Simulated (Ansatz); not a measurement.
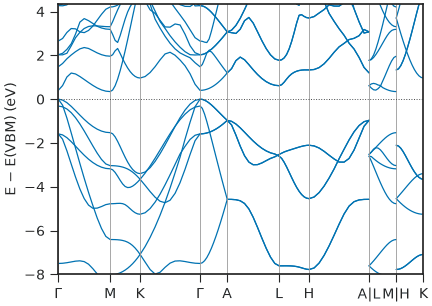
Band structure from the program Ansatz at the PBEsol level (PAW)

Problem. Read off the gap and where the band edges lie.

Solution. About 0.3 eV (0.35 eV by a search for the band edges); maximum at Γ, minimum at M.

The material is SiGe (wurtzite, P6_3mc).

The first step of the workflow began from a Materials Project structure, measured or hypothetical; the Crystallography Open Database copy checked does not list it. Its standing as an ambient phase is unchecked. The PBEsol relaxation kept the symmetry of its start; of distortions, only those at the zone centre were tested. Spin–orbit coupling is left out wherever it is not named.

Potentials: the later of the program's two PAW sets.
